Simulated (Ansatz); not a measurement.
## C₄H₉Al: geometry relaxation (part 1 of 2)

System: C₄H₉Al, SMILES C=[C](C)[AlH][CH3].
Method: RKS PBE-D4/def2-SVP (Ansatz 0.2.0).

The geometry: force-field start. Figures and captions count atoms from 1; the log counts them from 0 in places.

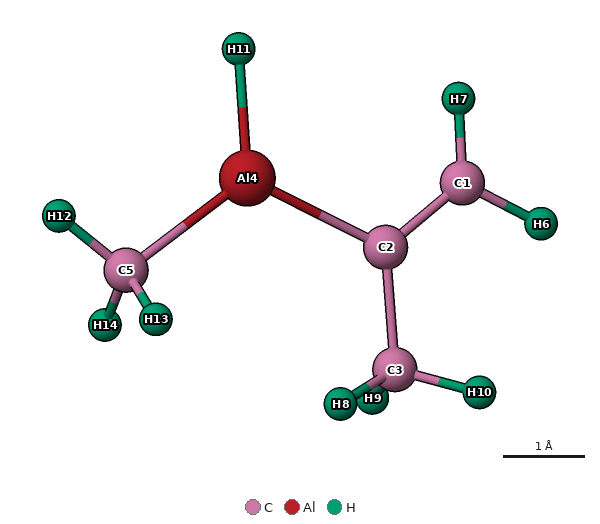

Figure 1. The starting structure (ball-and-stick view, seen at a tilt; atoms are numbered from 1 in the order of the input). Sticks mark near contacts.

Results in brief

| quantity | value |
| --- | --- |
| outcome | converged |
| total energy | −10876.2221 eV |
| mean-field energy | −10875.9572 eV |
| dispersion energy | −0.2649 eV |
| SCF solution under orbital rotations | stable |
| largest force (length of the vector) at the end | 0.028 eV/Å |
| dipole moment | 0.93 D |
| hardware | 4 threads of Arm Neoverse V2, 23 GiB of memory available, shared host |
| wall time | 11 s (CPU time 38 s) |
| peak memory | 0.16 GiB |

The input
```yaml
crystal:
  periodic: [false, false, false]
  atoms:
    - {symbol: C, position_ang: [-1.319900, 0.453900, 1.767300]}
    - {symbol: C, position_ang: [-0.656200, 0.401500, 0.628400]}
    - {symbol: C, position_ang: [-0.969300, 1.305000, -0.553000]}
    - {symbol: Al, position_ang: [0.790000, -1.008100, 0.447500]}
    - {symbol: C, position_ang: [1.735900, -1.214400, -1.266700]}
    - {symbol: H, position_ang: [-2.147700, 1.264100, 1.856500]}
    - {symbol: H, position_ang: [-1.160000, -0.168900, 2.594400]}
    - {symbol: H, position_ang: [0.004700, 1.425700, -1.183500]}
    - {symbol: H, position_ang: [-1.754600, 0.888100, -1.104700]}
    - {symbol: H, position_ang: [-1.230400, 2.318200, -0.169400]}
    - {symbol: H, position_ang: [0.984200, -2.016400, 1.686900]}
    - {symbol: H, position_ang: [2.462600, -2.047700, -1.147000]}
    - {symbol: H, position_ang: [2.247200, -0.245100, -1.462900]}
    - {symbol: H, position_ang: [1.000700, -1.385100, -2.064800]}
basis:
  gaussian: {orbitals: def2-SVP}
hamiltonian: {xc: pbe, dispersion: d4}
relax: {f_tol: 0.03, max_steps: 200}
```

Command:
```bash
ansatz run in.yaml --threads 4 --pin off --events-out ev --progress --plain --max-ram 10444MiB
```

Output
```
Functional definition: PBE
  name "PBE"
  cite "Perdew, Burke & Ernzerhof, Phys. Rev. Lett. 77, 3865 (1996) doi:10.1103/PhysRevLett.77.3865"
  parent pbe
  parameter kappa = 0.804
  parameter beta = 0.06672455060314922
  exchange = pbe_x(kappa = kappa, mu = beta*pi^2/3)
  correlation = pbe_c(beta = beta)
1347 factors; their error is unknown
mean field evaluation 1: about -10858.1372 eV, gradient 8.0e1 eV
mean field evaluation 2: about -10813.6466 eV, gradient 1.4e2 eV
mean field evaluation 4: about -10875.1713 eV, gradient 1.2e1 eV
mean field evaluation 8: about -10875.5727 eV, gradient 9.8e-2 eV
mean field evaluation 16: about -10875.5119 eV, gradient 1.0e-4 eV
mean field -10875.51191213 eV, -399.6676910839 hartree, gradient 2.0e-5 eV, S^2 0.000000; 0 other end points of the search recorded, 0 dependent functions left out
the calculation of the forces begins
reference -10875.51195385 eV, -399.6676926174 hartree; 23, 23 occupied and 96, 96 virtual orbitals, 1347 factors
relax step   1: F+E_penalty+E_count = -10875.77885918 eV  Δ(F+E_penalty+E_count) = +0.000e0 eV  max|allowed force component| = 3.431e0 eV/Å  Δτ_max = 0.0000 Å  (29 SCF iters, accepted)
these checks for a lower state are left out or cut short: starts, cluster_reference, orbital_swaps, neighbouring_geometries, increment
1347 factors; their error is unknown
mean field -10875.87528085 eV, -399.6810446382 hartree, gradient 7.3e-6 eV, S^2 0.000000; 0 other end points of the search recorded, 0 dependent functions left out
the calculation of the forces begins
reference -10875.87532263 eV, -399.6810461737 hartree; 23, 23 occupied and 96, 96 virtual orbitals, 1347 factors
relax step   2: F+E_penalty+E_count = -10876.14068141 eV  Δ(F+E_penalty+E_count) = -3.618e-1 eV  max|allowed force component| = 9.809e-1 eV/Å  Δτ_max = 0.0842 Å  (30 SCF iters, accepted)
these checks for a lower state are left out or cut short: starts, cluster_reference, orbital_swaps, neighbouring_geometries, increment
1347 factors; their error is unknown
mean field evaluation 32: about -10875.8978 eV, gradient 9.4e-6 eV
mean field -10875.89784301 eV, -399.6818737823 hartree, gradient 9.4e-6 eV, S^2 0.000000; 0 other end points of the search recorded, 0 dependent functions left out
the calculation of the forces begins
reference -10875.89788452 eV, -399.6818753079 hartree; 23, 23 occupied and 96, 96 virtual orbitals, 1347 factors
relax step   3: F+E_penalty+E_count = -10876.16339914 eV  Δ(F+E_penalty+E_count) = -2.272e-2 eV  max|allowed force component| = 6.598e-1 eV/Å  Δτ_max = 0.2000 Å  (29 SCF iters, accepted)
these checks for a lower state are left out or cut short: starts, cluster_reference, orbital_swaps, neighbouring_geometries, increment
1347 factors; their error is unknown
mean field -10875.91544089 eV, -399.6825204924 hartree, gradient 6.3e-6 eV, S^2 0.000000; 0 other end points of the search recorded, 0 dependent functions left out
the calculation of the forces begins
reference -10875.91548229 eV, -399.6825220141 hartree; 23, 23 occupied and 96, 96 virtual orbitals, 1347 factors
relax step   4: F+E_penalty+E_count = -10876.18120225 eV  Δ(F+E_penalty+E_count) = -1.780e-2 eV  max|allowed force component| = 6.280e-1 eV/Å  Δτ_max = 0.1587 Å  (31 SCF iters, accepted)
these checks for a lower state are left out or cut short: starts, cluster_reference, orbital_swaps, neighbouring_geometries, increment
1347 factors; their error is unknown
mean field -10875.92381479 eV, -399.6828282277 hartree, gradient 7.6e-6 eV, S^2 0.000000; 0 other end points of the search recorded, 0 dependent functions left out
the calculation of the forces begins
reference -10875.92385592 eV, -399.6828297390 hartree; 23, 23 occupied and 96, 96 virtual orbitals, 1347 factors
relax step   5: F+E_penalty+E_count = -10876.18977132 eV  Δ(F+E_penalty+E_count) = -8.569e-3 eV  max|allowed force component| = 4.974e-1 eV/Å  Δτ_max = 0.2000 Å  (29 SCF iters, accepted)
these checks for a lower state are left out or cut short: starts, cluster_reference, orbital_swaps, neighbouring_geometries, increment
1347 factors; their error is unknown
mean field -10875.94819793 eV, -399.6837242916 hartree, gradient 6.3e-6 eV, S^2 0.000000; 0 other end points of the search recorded, 0 dependent functions left out
the calculation of the forces begins
reference -10875.94823905 eV, -399.6837258025 hartree; 23, 23 occupied and 96, 96 virtual orbitals, 1347 factors
relax step   6: F+E_penalty+E_count = -10876.21140907 eV  Δ(F+E_penalty+E_count) = -2.164e-2 eV  max|allowed force component| = 2.454e-1 eV/Å  Δτ_max = 0.1524 Å  (31 SCF iters, accepted)
these checks for a lower state are left out or cut short: starts, cluster_reference, orbital_swaps, neighbouring_geometries, increment
1347 factors; their error is unknown
mean field -10875.95166468 eV, -399.6838516923 hartree, gradient 2.7e-5 eV, S^2 0.000000; 0 other end points of the search recorded, 0 dependent functions left out
the calculation of the forces begins
reference -10875.95170593 eV, -399.6838532081 hartree; 23, 23 occupied and 96, 96 virtual orbitals, 1347 factors
relax step   7: F+E_penalty+E_count = -10876.21698669 eV  Δ(F+E_penalty+E_count) = -5.578e-3 eV  max|allowed force component| = 2.920e-1 eV/Å  Δτ_max = 0.1347 Å  (30 SCF iters, accepted)
these checks for a lower state are left out or cut short: starts, cluster_reference, orbital_swaps, neighbouring_geometries, increment
1347 factors; their error is unknown
mean field evaluation 64: about -10875.9548 eV, gradient 1.1e-4 eV
mean field -10875.95482493 eV, -399.6839678293 hartree, gradient 6.1e-6 eV, S^2 0.000000; 0 other end points of the search recorded, 0 dependent functions left out
the calculation of the forces begins
reference -10875.95486622 eV, -399.6839693466 hartree; 23, 23 occupied and 96, 96 virtual orbitals, 1347 factors
relax step   8: F+E_penalty+E_count = -10876.21973386 eV  Δ(F+E_penalty+E_count) = -2.747e-3 eV  max|allowed force component| = 1.604e-1 eV/Å  Δτ_max = 0.0545 Å  (31 SCF iters, accepted)
these checks for a lower state are left out or cut short: starts, cluster_reference, orbital_swaps, neighbouring_geometries, increment
1347 factors; their error is unknown
mean field -10875.95713829 eV, -399.6840528436 hartree, gradient 6.0e-6 eV, S^2 0.000000; 0 other end points of the search recorded, 0 dependent functions left out
the calculation of the forces begins
reference -10875.95717957 eV, -399.6840543605 hartree; 23, 23 occupied and 96, 96 virtual orbitals, 1347 factors
relax step   9: F+E_penalty+E_count = -10876.22206180 eV  Δ(F+E_penalty+E_count) = -2.328e-3 eV  max|allowed force component| = 2.137e-2 eV/Å  Δτ_max = 0.0203 Å  (32 SCF iters, accepted)
1347 factors; their error is unknown
mean field evaluation 96: about -10875.9571 eV, gradient 1.9e-5 eV
```

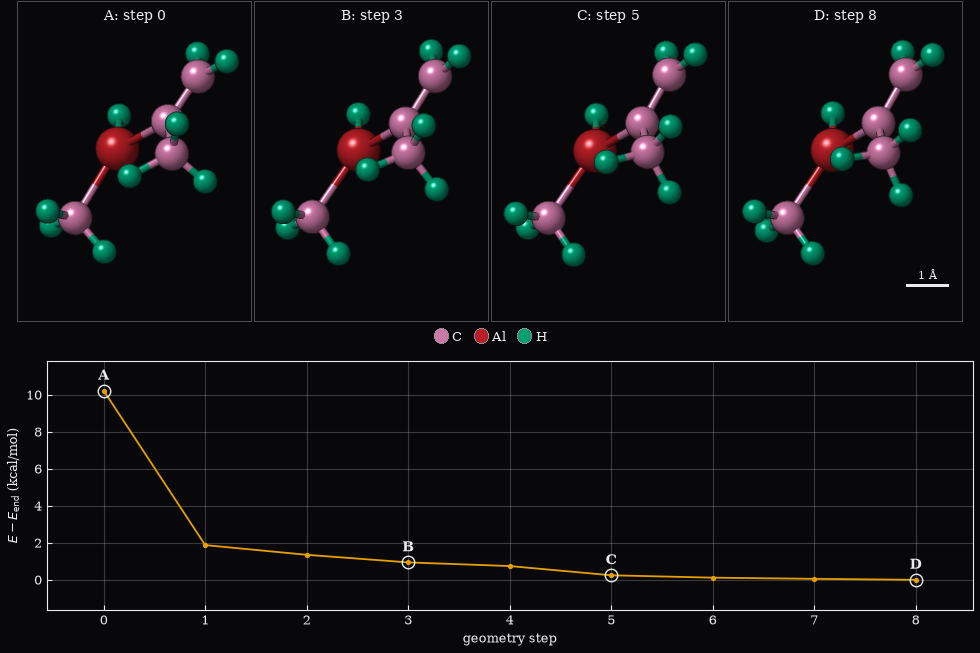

Figure 2. Frames of the relaxation (ball-and-stick view, seen at a tilt) above the curves, on which the letters mark them (the first geometry is step 0 here and step 1 in the log).

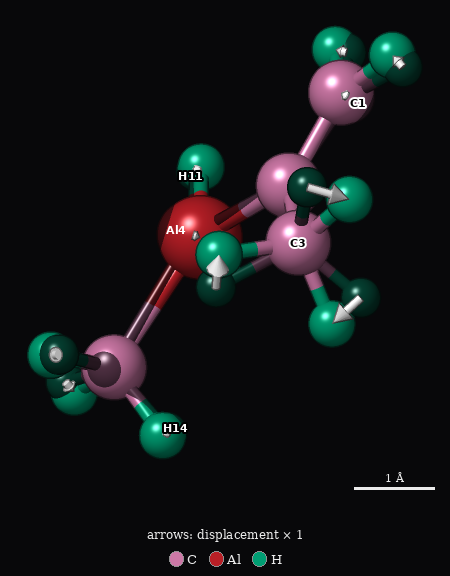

Figure 3. Start (faint) and end (solid) with the displacements as white arrows, at true length (ball-and-stick view, seen at a tilt). The two geometries are laid on each other by the best rigid fit. H10 moves most after the best rigid fit: 0.56 Å. By element the largest moves are H 0.56 Å, Al 0.10 Å, C 0.10 Å. Among the contacts that change: C3–H9 1.046 → 1.112 Å, C2–Al4 2.028 → 1.969 Å, C1–H7 1.048 → 1.105 Å, C3–H8 1.167 → 1.112 Å. Among the angles that change: H8–C3–H9 112.5° → 105.6°, Al4–C5–H12 107.4° → 113.8°, H12–C5–H14 113.5° → 107.7°. Over 8 geometry steps the energy falls by 10.2 kcal/mol. Largest force component: 3.4 eV/Å at the start, 0.021 eV/Å at the end. (Atoms are counted from 1 in the order of the input.)

```
mean field -10875.95713829 eV, -399.6840528436 hartree, gradient 1.4e-5 eV, S^2 0.000000; 1 other end points of the search recorded, 0 dependent functions left out
the calculation of the forces begins
reference -10875.95717957 eV, -399.6840543605 hartree; 23, 23 occupied and 96, 96 virtual orbitals, 1347 factors
Total energy: -10876.22210307 eV, -399.6937901198 hartree
Atom 0 at    -1.247949     0.513593     1.794437 Å, force    -0.021368     0.009773     0.015657 eV/Å
Atom 1 at    -0.646164     0.402894     0.583676 Å, force    -0.000197     0.009185    -0.007846 eV/Å
Atom 2 at    -0.990929     1.346600    -0.545672 Å, force     0.013408    -0.011359     0.014893 eV/Å
Atom 3 at     0.691933    -1.032732     0.424519 Å, force    -0.000428     0.014281    -0.012914 eV/Å
Atom 4 at     1.719779    -1.283267    -1.235272 Å, force     0.004100    -0.015126     0.003974 eV/Å
Atom 5 at    -2.009607     1.291909     2.007119 Å, force     0.006525    -0.002384    -0.002317 eV/Å
Atom 6 at    -1.012861    -0.165610     2.633622 Å, force     0.007339    -0.005152    -0.009631 eV/Å
Atom 7 at    -0.089815     1.881968    -0.916865 Å, force    -0.009661    -0.001715    -0.001924 eV/Å
Atom 8 at    -1.393048     0.795343    -1.423563 Å, force     0.001848     0.005629    -0.003673 eV/Å
Atom 9 at    -1.743164     2.110311    -0.250393 Å, force     0.002566    -0.007876    -0.004191 eV/Å
Atom 10 at     0.912631    -1.951078     1.722147 Å, force     0.000106    -0.011109     0.014394 eV/Å
```
